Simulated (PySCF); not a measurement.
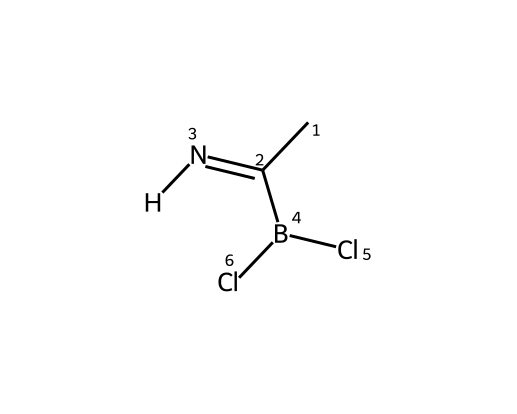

A structural formula, with wedges where it has stereocentres; small numbers name the atoms. The configuration is that of a computed structure (PBE0-D3(BJ)/def2-SVP).

Give the R/S and E/Z labels.

Answer. C2=N3: E.

Give a SMILES with the stereochemistry.

Answer. [H]/N=C(/C)B(Cl)Cl
